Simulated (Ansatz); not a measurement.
```xyz
8

Ge   -0.7632    0.7427    1.5961
H     0.8883   -0.1797    0.4383
C     0.7368   -0.4535   -0.6313
H    -0.3085   -0.3494   -0.9466
H    -1.8863   -0.2575    1.0649
H    -1.0922    1.7898    0.4394
H     1.0510   -1.5003   -0.7301
H     1.3741    0.2080   -1.2305
```

Level of theory: RKS PBE0-D4/def2-SVP in Ansatz.

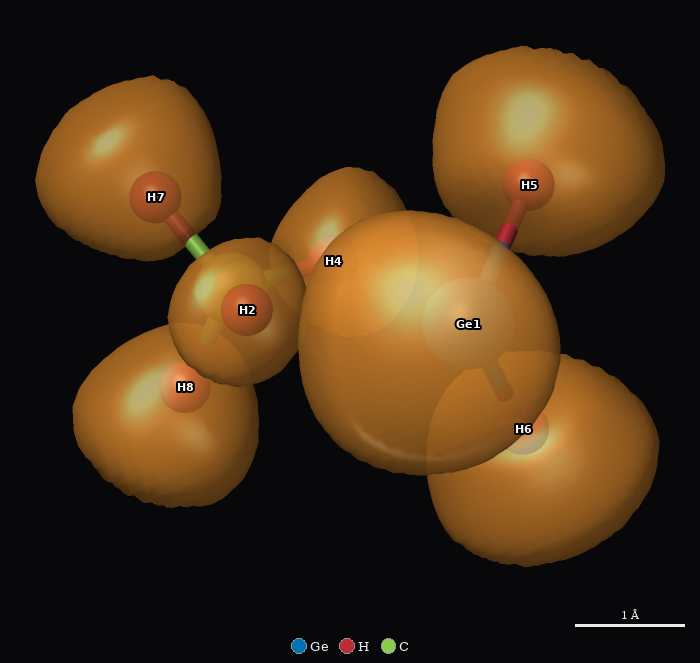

GeH2···CH4. Isosurface of the electron localisation function at 0.9 (orange), seen at a tilt. Core shells and regions of very low density are left out.

Q: What do the ELF domains correspond to?

A: At this value the surface marks out six regions around hydrogen nuclei and one lobe on Ge, pointing away from the bonds (lone pairs). Along the contacts the grid gives the following. Ge1···H2 (2.22 Å): the ELF climbs to about 1 towards the hydrogen. C–H (1.10 Å): the ELF climbs to about 1 towards the hydrogen (a covalent bond by its length).
